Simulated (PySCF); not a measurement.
## Electronic structure of H7O4PSi2 (SMILES O=P(O)(O[SiH3])O[SiH3]) in real space

```tsv
atom	x (Å)	y (Å)	z (Å)
O	-0.4416	0.5292	-2.1530
P	0.0674	0.8310	-0.8017
O	-0.0149	2.3790	-0.3852
O	-0.7022	0.0658	0.3846
Si	-2.1397	-0.8259	0.2461
O	1.5800	0.4680	-0.4802
Si	2.2630	-0.5692	0.6673
H	-0.4322	2.8812	-1.0968
H	-1.9080	-2.0318	-0.5925
H	-2.4804	-1.2138	1.6398
H	-3.2076	0.0312	-0.3364
H	1.9986	-0.0488	2.0358
H	3.7193	-0.5747	0.3760
H	1.6917	-1.9357	0.5106
```

Geometry: PBE0-D3(BJ)/def2-SVP.

Theory: PySCF, PBE0/pcSseg-1, SCF density, gas phase, non-relativistic.

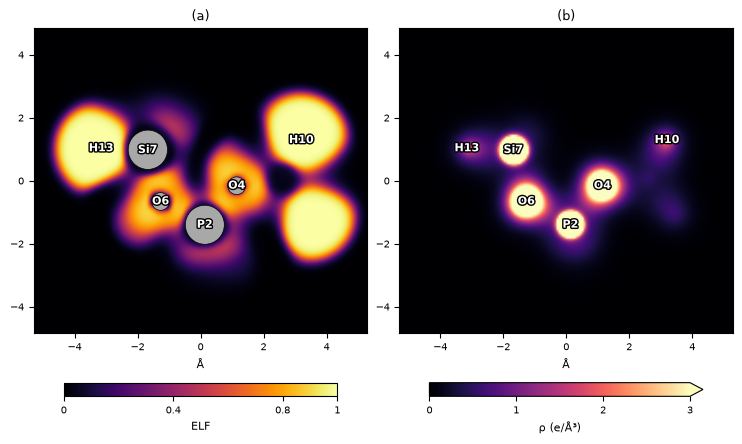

Figure 1. (a) ELF; (b) electron density on the plane of atoms P2, O6 and Si7. Grey discs cover the atomic cores in the ELF map.

Interpret the plot.

Atoms in the plane: P, O, Si and H. Si–O (1.69 Å): the density is about 0.98 e/Å³ at the midpoint; the ELF peaks at about 0.85 between the atoms, as expected for a shared but strongly polarised pair. P–O (1.59 Å): the density is about 1.5 e/Å³ at the midpoint; the ELF peaks at about 0.85 between the atoms: a polar covalent bond. Si–H (1.49 Å): ρ is about 0.82 e/Å³ halfway; the ELF climbs to about 1 towards the hydrogen, as it does in any bond to H. The ELF also peaks beside O6 and O4, away from the bonds: lone-pair regions.

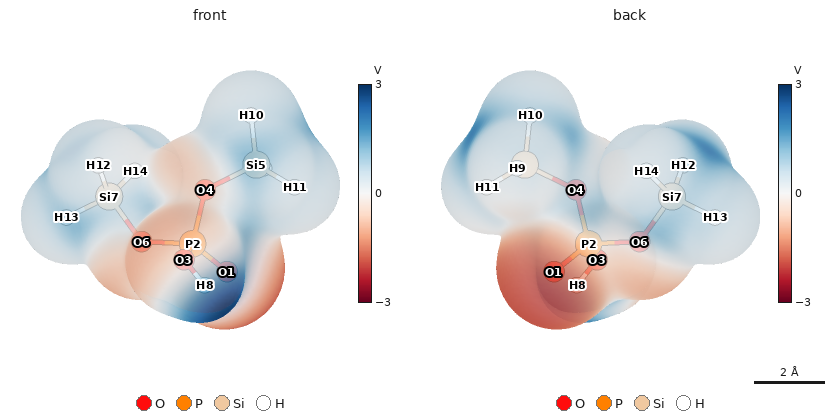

Figure 2. The molecular electrostatic potential painted on the density surface at 0.002 e/bohr³, seen from the front and from behind; red is negative and blue positive.

Describe the electrostatic potential map.

The most negative region (about −2.0 V) lies over O1, the most positive (about +2.7 V) over H8. O1 is the likeliest acceptor of a hydrogen bond.

What dipole moment does the calculation give?

Its dipole moment is 2.15 D.
